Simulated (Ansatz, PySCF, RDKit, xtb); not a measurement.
# GaBH2O: from the formula to a structure

Task: start from the formula GaBH2O, draw up candidate structures, narrow them down in stages, and characterise the one that lies lowest at 298.15 K.

Plan: many cheap relaxations first (GFN2-xTB), then density-functional screening, relaxation at PBE0-D3(BJ)/def2-SVP, vibrations and a final energy. The numbers are computed, not measured.

8 further runs of the same task are left out: 8 set aside as unsound or not needed.

## 1. Candidates

All bonding patterns within simple valence rules are listed by program: one Lewis structure each, at most two rings and one unusual centre or charged pair. O–O, O–halogen and N–halogen bonds and N–N–N chains are not drawn. That gives 14 candidates.

```tsv
label	SMILES	spin
c064	[BH]1[O][GaH]1	singlet
c120	[BH2][Ga+][O-]	singlet
c295	O=[B][GaH2]	singlet
c331	O[BH][Ga]	singlet
c332	O=[BH-][GaH+]	singlet
c447	B[O][Ga]	triplet
c490	[B][O][GaH2]	triplet
c509	[BH2-]1[O][Ga+]1	singlet
c696	O[BH][Ga]	triplet
c787	[B][GaH][OH]	triplet
c794	B[O][Ga]	singlet
c904	[B][O][GaH2]	singlet
c935	[B+]1[O][GaH2-]1	singlet
c954	[B][GaH][OH]	singlet
```

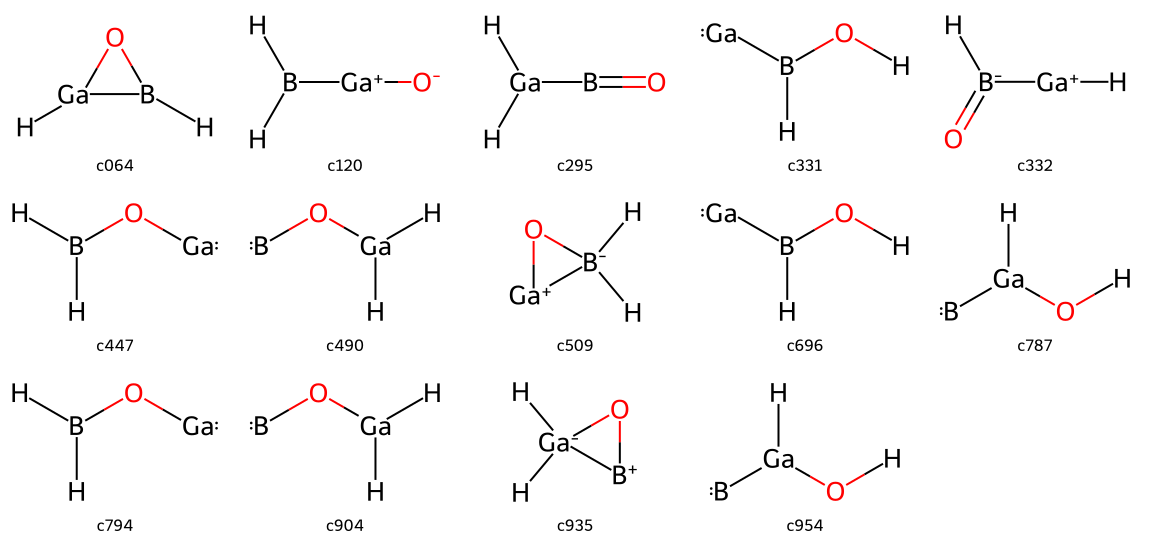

Structural formulas of the candidates.

Candidates are built by distance geometry, with a force field where one applies, in up to four conformers (letters a to d). 10 starts with atoms placed at random are added, to find patterns that the rules miss.

**Question.** With final energies at CCSD(T)/def2-TZVPP, which structure will this search put lowest in free energy, and by what margin?

| quantity | value |
| --- | --- |
| lowest structure found | B[O][Ga], singlet, C2v |
| next finalist | O=[B][GaH2], singlet, 18.4 kcal/mol higher in G |
| share at equilibrium, among the finalists | 100.0 % |
| harmonic wavenumbers, lowest and highest (PBE0-D3(BJ)/def2-SVP) | 59 and 2579 cm⁻¹ |
| rotational constants, same geometry | 7.492, 0.1211, 0.1192 cm⁻¹ |
| dipole moment (PBE0/def2-TZVPD) | 2.21 D |
| HOMO energy (PBE0/def2-TZVPD) | -7.42 eV |
| LUMO energy (PBE0/def2-TZVPD) | -1.57 eV |
| HOMO–LUMO gap (PBE0/def2-TZVPD) | 5.85 eV |
| lowest excitation (TD-B3LYP/def2-SVPD) | 4.39 eV (f = 0.000) |
| strongest of the states computed, same level | 5.98 eV (f = 0.248) |
| lowest triplet excitation, same level, Tamm-Dancoff | 3.93 eV |
| vertical ionisation energy | 9.64 eV |
| vertical electron affinity | -0.04 eV (unbound: the value depends on the basis) |
| vertical triplet less singlet | +3.77 eV |

The lowest structure found is `B[O][Ga]`. The margin of 18.4 kcal/mol over the next finalist is beyond the usual error of the last level; it says nothing of structures that weren't ranked. GFN2-xTB, HF/STO-3G, r2SCAN-D4/def2-SVP, PBE0-D3(BJ)/def2-SVP, HF/def2-TZVPP and MP2/def2-TZVPP already put its bonding pattern lowest among the structures in one piece. Lowest found is not proven lowest: the search is finite, and each finalist counts with one conformer. The lowest isomer need not be the one that is made and kept in a bottle, which depends on barriers.
